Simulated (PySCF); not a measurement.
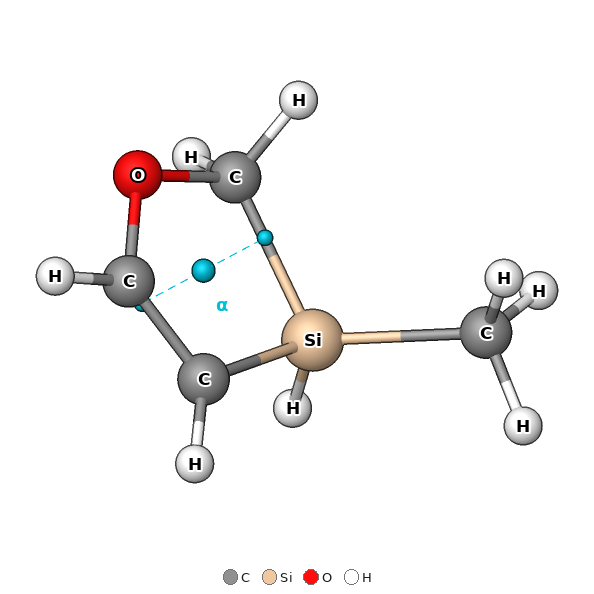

The small points mark where nucleus-independent chemical shifts (NICS) were computed: at the centre of each lettered ring and 1 Å above and below it. The geometry was computed by an optimisation with GFN2-xTB. No frequency run is at hand to confirm it as a minimum. Properties computed with GIAO PBE0/pcSseg-1 NMR shielding, non-relativistic, gas phase (PySCF 2.14.0).

Give NICS(0), NICS(1) and the out-of-plane component NICS(1)zz for each ring (means of the two sides).

| ring | members | NICS(0) | NICS(1) | NICS(1)zz |
| --- | --- | --- | --- | --- |
| α | C3OSi | −4.3 | −3.2 | −4.2 |

Values in ppm.

What do the values say about the ring currents?

Ring α: weak, as in a non-aromatic ring. NICS is one index among several.

The geometry is semi-empirical. Around Si such bond lengths and angles can be off by a tenth of an ångström or more and by several degrees, and values that hang on the shape move with them.
